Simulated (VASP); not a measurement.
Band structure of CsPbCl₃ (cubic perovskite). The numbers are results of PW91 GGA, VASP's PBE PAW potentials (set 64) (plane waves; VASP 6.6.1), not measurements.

Unless said otherwise, spin-orbit coupling is left out, though it shifts the bands of the heavy elements here.

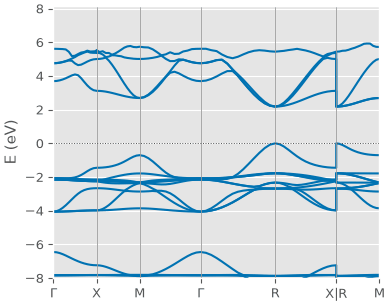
*Bands along high-symmetry lines, zero at the valence-band maximum or, without a gap, the Fermi level*

**Question.** Read the plot: is there a gap, and where are the band edges?

**Answer.** The gap is direct, 2.18 eV, from the valence maximum at R to the conduction minimum at R. (Edges off the drawn lines would not show.)

The compound is CsPbCl3 in the cubic perovskite structure, the ideal cubic form; the compound distorts at low or room temperature. It was relaxed first, which changed the volume by +7 %.
